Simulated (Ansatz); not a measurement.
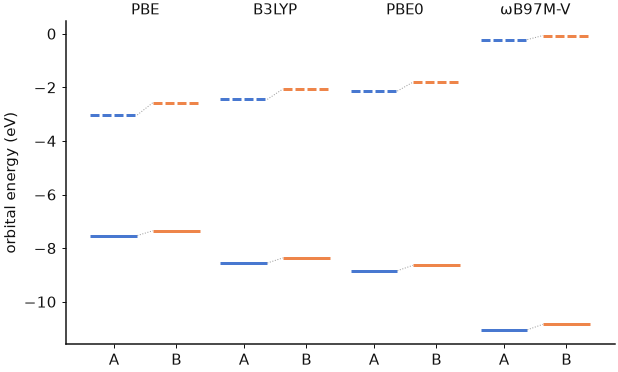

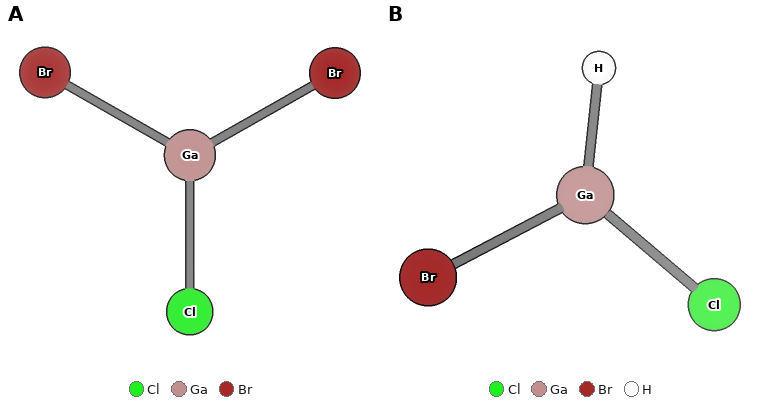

One change: A, GaBr₂Cl (SMILES [Cl][Ga]([Br])[Br]), becomes B, GaHBrCl (SMILES [Cl][GaH][Br]). Br on Ga is replaced by H. HOMO (solid) and LUMO (dashed) computed in def2-TZVPP at PBE0-D4/def2-TZVP geometries, both minima by their frequencies, gas phase, the Ansatz code.

### What does the change do to HOMO and LUMO?

PBE: the HOMO rises by 0.18 eV, the LUMO rises by 0.46 eV, and the separation goes from 4.50 to 4.78 eV. B3LYP: the HOMO rises by 0.19 eV, the LUMO rises by 0.39 eV, and the separation goes from 6.10 to 6.30 eV. PBE0: the HOMO rises by 0.20 eV, the LUMO rises by 0.33 eV, and the separation goes from 6.70 to 6.83 eV. ωB97M-V: the HOMO rises by 0.20 eV, the LUMO rises by 0.15 eV, and the separation goes from 10.83 to 10.78 eV.

### Do the functionals agree on the effect?

They agree on the direction for both levels; the HOMO shift lies between 0.18 and 0.20 eV and the LUMO shift between 0.15 and 0.46 eV, while the separations themselves differ by up to 6.3 eV between functionals.
